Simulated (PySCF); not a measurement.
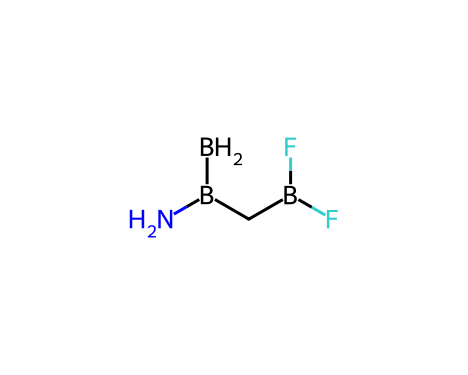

Structural formula above. The computed structure is the end point of a GFN2-xTB optimisation. No frequency run is at hand to confirm it as a minimum.

What does the molecule look like in three dimensions?

It has 13 atoms: 1 carbon, 6 hydrogen, 3 boron, 2 fluorine and 1 nitrogen (CH₆B₃F₂N). Its SMILES string is `BB(N)CB(F)F`. It has no ring. Among its groups: B–H bond. The point group is C1. Coordination: 3 B trigonal planar; 1 N trigonal planar; 1 C tetrahedral.

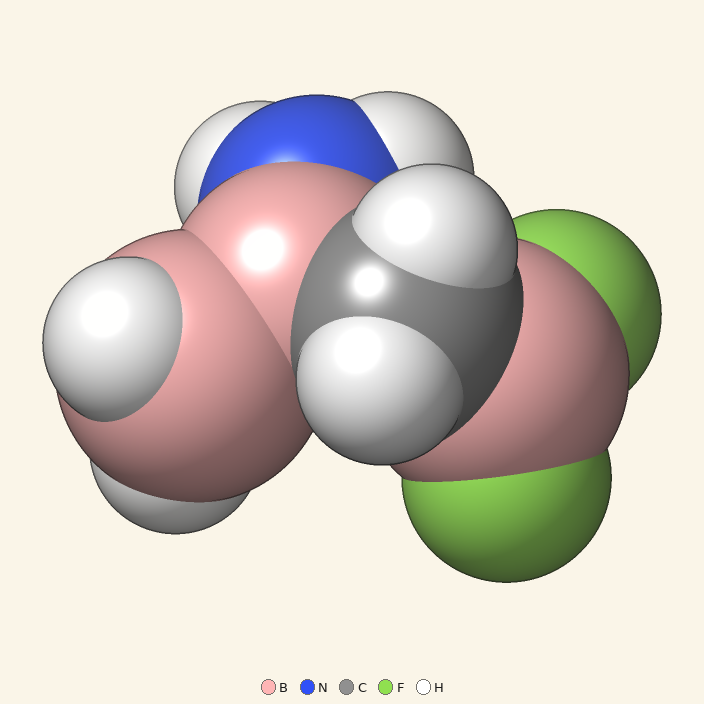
